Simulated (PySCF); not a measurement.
```yaml
atoms:
  - { symbol: C, position_ang: [-2.6932, 0.5596, 0.4360] }
  - { symbol: C, position_ang: [-1.5107, 0.7523, -0.4383] }
  - { symbol: S, position_ang: [-1.3346, 2.0718, -1.3779] }
  - { symbol: C, position_ang: [-0.4133, -0.2613, -0.3637] }
  - { symbol: C, position_ang: [-0.8837, -1.7028, -0.1896] }
  - { symbol: C, position_ang: [0.3969, 0.1846, 0.8744] }
  - { symbol: O, position_ang: [0.0752, -0.1675, 1.9823] }
  - { symbol: C, position_ang: [1.5544, 1.0479, 0.5693] }
  - { symbol: Si, position_ang: [3.0737, -0.0512, 0.1557] }
  - { symbol: H, position_ang: [-3.3110, 1.4538, 0.4479] }
  - { symbol: H, position_ang: [-3.2926, -0.2784, 0.0782] }
  - { symbol: H, position_ang: [-2.3649, 0.3226, 1.4493] }
  - { symbol: H, position_ang: [0.2213, -0.1675, -1.2479] }
  - { symbol: H, position_ang: [-0.0249, -2.3692, -0.2381] }
  - { symbol: H, position_ang: [-1.5809, -1.9765, -0.9783] }
  - { symbol: H, position_ang: [-1.3611, -1.8356, 0.7774] }
  - { symbol: H, position_ang: [1.7972, 1.6550, 1.4408] }
  - { symbol: H, position_ang: [1.3362, 1.6986, -0.2758] }
  - { symbol: H, position_ang: [2.7765, -0.8353, -1.0456] }
  - { symbol: H, position_ang: [4.1923, 0.8560, -0.0910] }
  - { symbol: H, position_ang: [3.3384, -0.9400, 1.2831] }
```

Geometry: GFN2-xTB.

Method: PBE0/pcSseg-1, SCF density, gas phase, non-relativistic in PySCF.

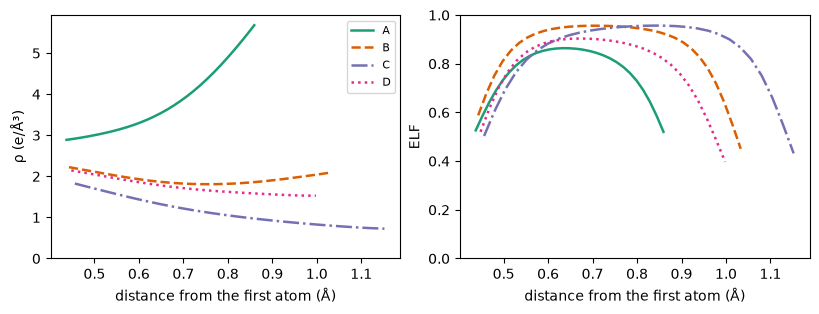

C6H12OSSi (SMILES CC(=S)[C@H](C)C(=O)C[SiH3]). Total electron density and electron localisation function along straight lines between neighbouring atoms. The curves leave out the atomic cores.

**Which curve belongs to which contact (C–C, C–O, C–S and C–Si)? The first atom named is at distance zero.**

Curve A: C–O (1.21 Å): ρ is about 3.3 e/Å³ halfway; the ELF peaks at about 0.85 between the atoms: a multiple bond. Curve B: C–C (1.48 Å): the density is about 1.8 e/Å³ at the midpoint; the ELF peaks at about 0.95 between the atoms, as expected for a shared electron pair. Curve C: C–Si (1.92 Å): ρ is about 0.86 e/Å³ halfway; the ELF peaks at about 0.95 between the atoms: localised, covalent bonding. Curve D: C–S (1.63 Å): ρ is about 1.6 e/Å³ halfway; the ELF peaks at about 0.90 between the atoms (a covalent bond).
